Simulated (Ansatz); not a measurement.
# CH3NO2Si: the cost of one run

All numbers below are computed with Ansatz 0.2.0 (RKS PBE-D4/def2-SVP).

**1. Starting point**

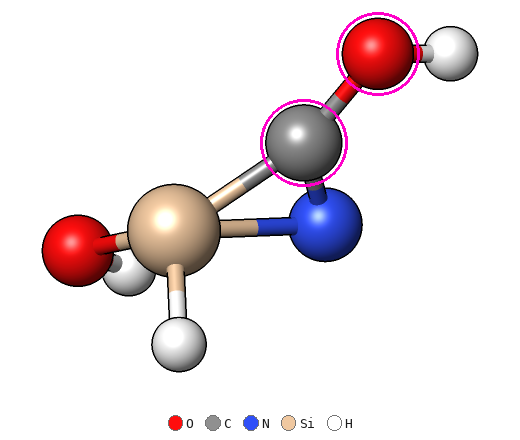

The starting structure, seen from a free direction (oxygen red, carbon grey, nitrogen blue, silicon light orange, hydrogen white). Ringed: O1, C2.

As a file:

```xyz
8

O    -0.7100    0.7133    1.9009
C    -0.2988    0.1951    0.7908
N     0.8756    0.1388    0.4075
Si   -0.4445   -0.6363   -0.6788
O    -0.0354    0.0120   -2.1366
H     0.0050    1.1340    2.3732
H    -0.1643   -2.0897   -0.6747
H     0.8645    0.4756   -2.0382
```

**2. Relaxing end A**

Contents of input.yaml:

```yaml
crystal:
  periodic: [false, false, false]
  atoms:
    - { symbol: O, position_ang: [-0.71, 0.7133, 1.9009] }
    - { symbol: C, position_ang: [-0.2988, 0.1951, 0.7908] }
    - { symbol: "N", position_ang: [0.8756, 0.1388, 0.4075] }
    - { symbol: Si, position_ang: [-0.4445, -0.6363, -0.6788] }
    - { symbol: O, position_ang: [-0.0354, 0.012, -2.1366] }
    - { symbol: H, position_ang: [0.005, 1.134, 2.3732] }
    - { symbol: H, position_ang: [-0.1643, -2.0897, -0.6747] }
    - { symbol: H, position_ang: [0.8645, 0.4756, -2.0382] }
basis:
  gaussian: { orbitals: def2-SVP }
hamiltonian:
  xc: pbe
  dispersion: d4
relax:
  f_tol: 0.015
  max_steps: 40
output:
  orbitals: {}
```

Launch:

```
> ansatz run input.yaml --threads 1 --pin off --max-ram 2048MiB --backend cpu --events-out ev --progress --plain --runs-dir out
```

Q: Estimate wall time and peak memory on 1 thread of Intel Xeon at 2.70GHz, shared host.

About 44 s, with a peak of 0.16 GiB.
